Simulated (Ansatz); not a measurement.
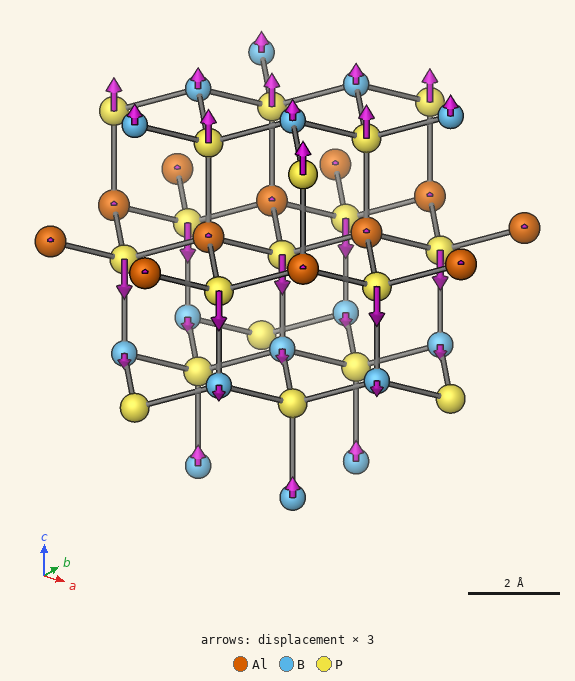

A relaxation of a crystal of AlB$_{2}$P$_{3}$ (a generated structure, set up in P3m1) (coarse preliminary run). The starting structure is drawn; purple arrows show the displacements (the part carried along by the change of the cell is left out), magnified 3 times.

Style: ball-and-stick. Shown: the atoms within 5.8 Å of the atom that moves most (axes of the cell of the calculation), slightly off an axis.

The calculation used Ansatz, DFT PBE, scalar-relativistic, plane waves, PAW. Settings: plane-wave cutoff 420 eV; k-point mesh 6 × 6 × 2; occupations gaussian; smearing width 0.1 eV; no spin polarisation; cell and atoms relaxed; force threshold 0.04 eV/Å; at most 70 steps.

**Which element moves most?**

Phosphorus: up to 0.31 Å, against 0.17 Å for boron.

**What did the optimiser do to the structure, and how much energy did it gain?**

Over 5 accepted moves (6 points after the start) the energy falls by 216 meV per atom. Largest force component: 4.5 eV/Å at the start, 0.021 eV/Å at the end. Pressure: 0.77 GPa at the start and 0.02 GPa at the end. The SCF was repeated once at an unchanged geometry on a basis and grid sized afresh for the cell, which shifted the energy by 0.2 meV per atom at most. The largest move relative to the cell is that of a P atom, 0.31 Å along −c. By element the largest moves are P 0.31 Å, B 0.17 Å, Al 0.04 Å. Cell: a = b 3.503 → 3.417 Å (−2.4 %), c 8.580 → 8.643 Å (+0.7 %). Volume −4.1 %. Some distances before and after: Al–P 2.145 → 2.386 Å, B–P 2.145 → 1.971 Å, Al–P 2.145 → 2.243 Å, B–P 2.145 → 2.067 Å. Among the angles between lasting bonds that change: Al–P–Al 109.5° → 99.2°, P–Al–P 109.5° → 99.2°, P–Al–P 109.5° → 118.4°. The space group stays P3m1 (No. 156).
